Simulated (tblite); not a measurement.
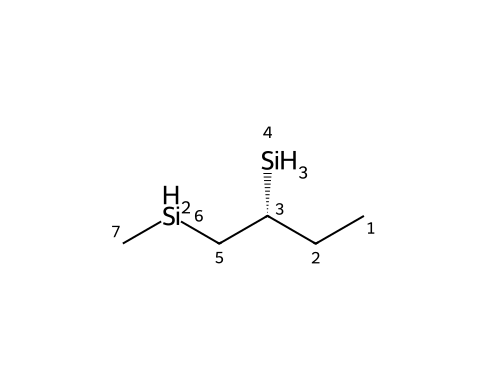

Skeletal drawing with numbered atoms; wedges and dashes mark any stereocentres. The configuration is that of a computed structure (GFN2-xTB).

Give the R/S and E/Z labels.

Answer. C3: R.
